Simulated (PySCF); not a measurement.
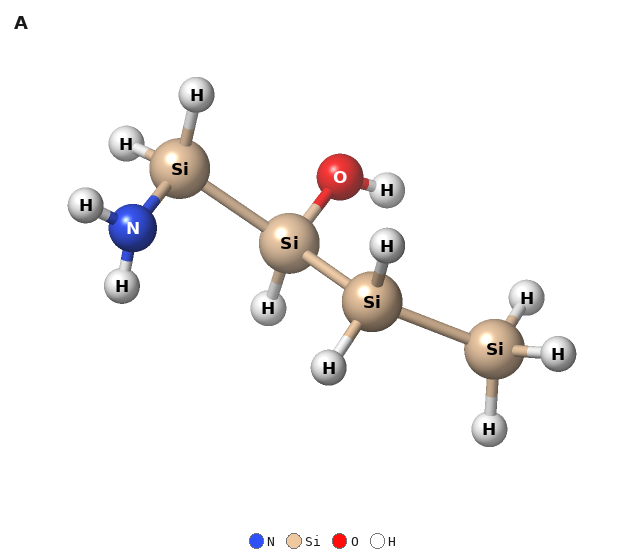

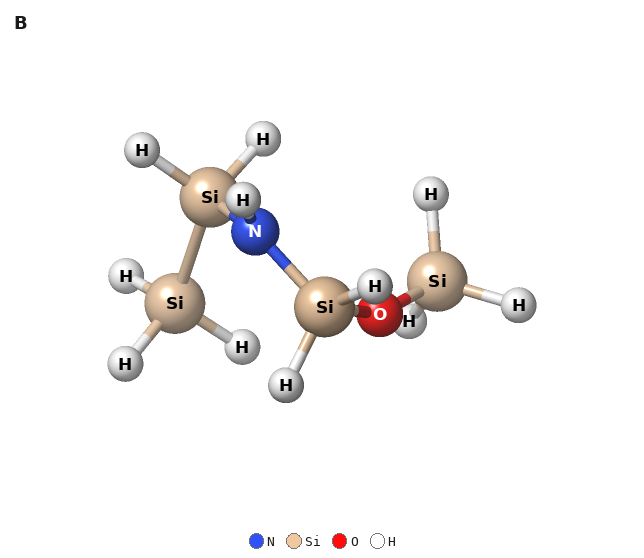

2 stationary structures of one formula. Geometries: GFN2-xTB. Electronic energies: PBE0/pcSseg-1 (PySCF 2.14.0), without zero-point energy. No frequency run is at hand to confirm each as a minimum. Each is one conformer, not always the lowest.

**Are they conformers, stereoisomers or constitutional isomers?**

They are constitutional isomers of H11NOSi4: A `N[SiH2][Si@@H](O)[SiH2][SiH3]`, B `[SiH3]O[SiH2]N[SiH2][SiH3]`.

**Rank them by energy, lowest first.**

B is lowest; A lies 33.7 kcal/mol above it.

The geometry is semi-empirical. Around Si such bond lengths and angles can be off by a tenth of an ångström or more and by several degrees, and values that hang on the shape move with them.
